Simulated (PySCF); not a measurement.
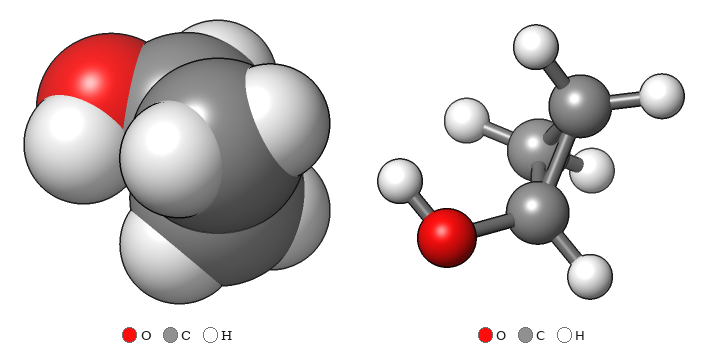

Both panels show the same species.

The computed structure is the end point of a GFN2-xTB optimisation. No frequency run is at hand to confirm it as a minimum.

Give the formula.

C₃H₆O, 10 atoms: 3 carbon, 6 hydrogen and 1 oxygen.

Name functional groups in it.

Among them: alcohol.

What is its SMILES?

OC1CC1

How many sets of symmetry-equivalent atoms are there?

7: 1 O, 1 C, 2 C, 1 H, 1 H, 2 H, 2 H.

More results for the same structure follow; atom numbers are the same in all pictures, views and colours differ.

Shape

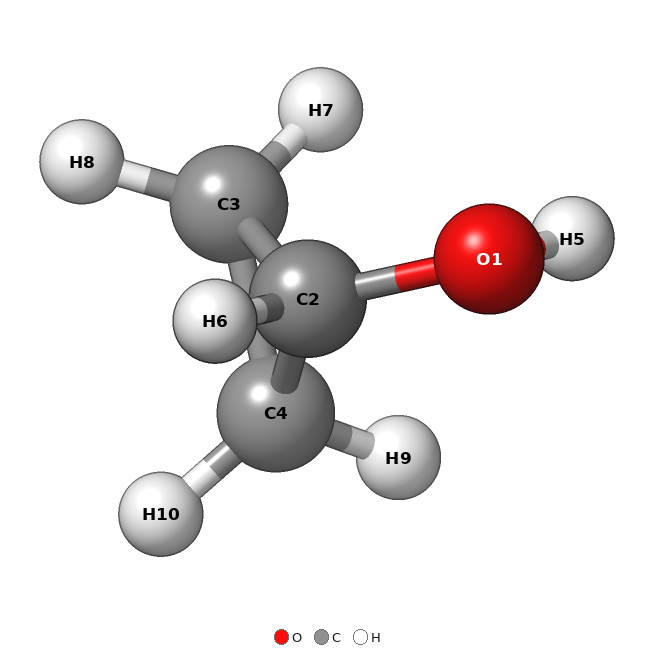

The atoms are numbered. No frequency run is at hand to confirm it as a minimum.

How are the neighbours of atom 1 arranged?

O1 has 2 neighbours (C2 at 1.39, H5 at 0.96 Å); the arrangement is bent.

What is the dihedral angle O1–C2–C4–C3?

111° in size, that is anticlinal.

Electronic properties

No frequency run is at hand to confirm it as a minimum. Properties computed with PBE0/pcSseg-1, gas phase (PySCF 2.14.0).

Estimate the dipole moment.

1.53 D.

Estimate the HOMO–LUMO gap.

8.42 eV.

Estimate the HOMO energy (Kohn–Sham orbital).

−7.02 eV.

NMR shielding

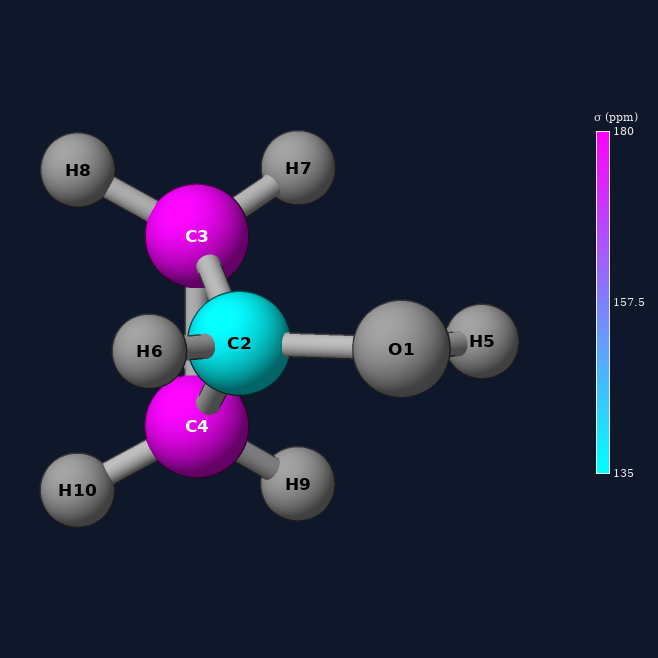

Atoms are coloured by their isotropic NMR shieldings (C only, the others grey). No frequency run is at hand to confirm it as a minimum. Properties computed with GIAO PBE0/pcSseg-1 NMR shielding, non-relativistic, gas phase (PySCF 2.14.0).

List the isotropic NMR shieldings of the C atoms.

```
atom  σ (ppm)
  C2    136.0
  C3    178.8
  C4    178.8
```

Charges

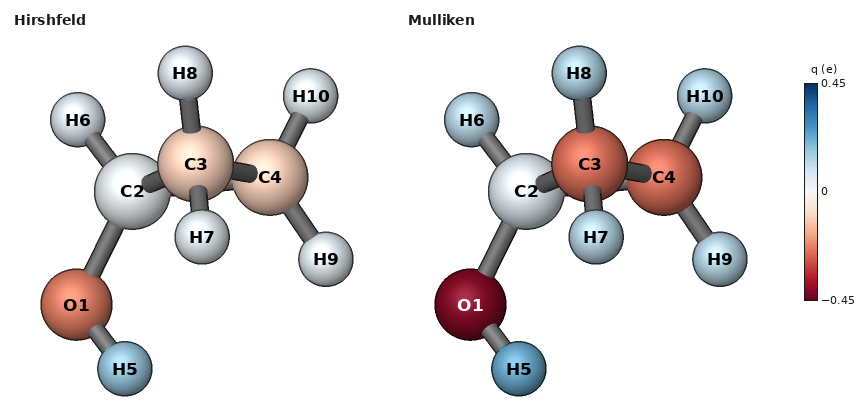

Atomic charges of one calculation by 2 schemes, on one colour scale. No frequency run is at hand to confirm it as a minimum. Computed with PBE0/pcSseg-1 (PySCF 2.14.0).

Which scheme gives the most polar picture (largest mean size of the charges)?

The Mulliken charges are the largest in size here.

On which atom do the schemes disagree most?

On O1 (from −0.41 to −0.23 e).

List the charges (e), one line for each set of equivalent atoms.

| atom | Hirshfeld | Mulliken |
| --- | --- | --- |
| O1 | −0.23 | −0.41 |
| C2 | 0.03 | 0.05 |
| C3, C4 | −0.10 | −0.25 |
| H5 | 0.17 | 0.22 |
| H6 | 0.05 | 0.12 |
| H7, H9 | 0.04 | 0.13 |
| H8, H10 | 0.05 | 0.13 |

Ring current

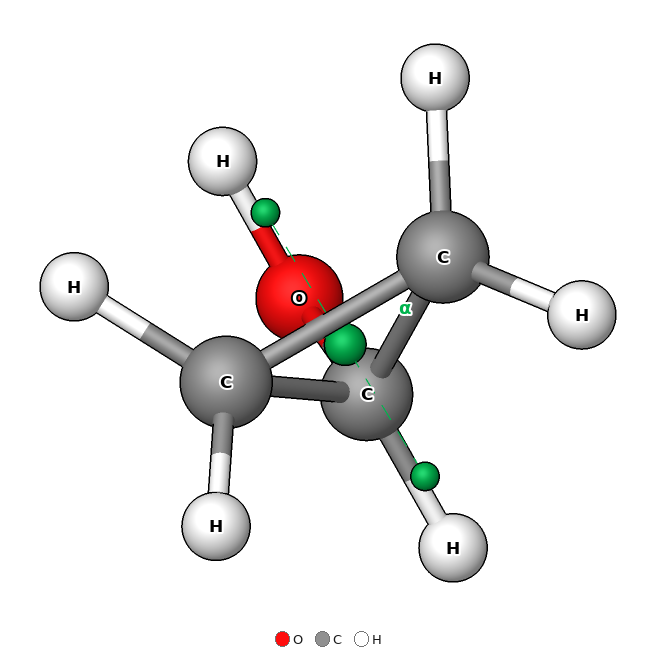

The small points mark where nucleus-independent chemical shifts (NICS) were computed: at the centre of each lettered ring and 1 Å above and below it. No frequency run is at hand to confirm it as a minimum. Level of theory: GIAO PBE0/pcSseg-1 NMR shielding, non-relativistic, gas phase (PySCF 2.14.0).

Give NICS(0), NICS(1) and the out-of-plane component NICS(1)zz for each ring (means of the two sides).

```csv
ring,members,NICS(0),NICS(1),NICS(1)zz
α,C3,−38.9,−8.2,−20.2
```

Values in ppm.

Mulliken values depend strongly on the basis set and can even reverse the polarity of a bond.
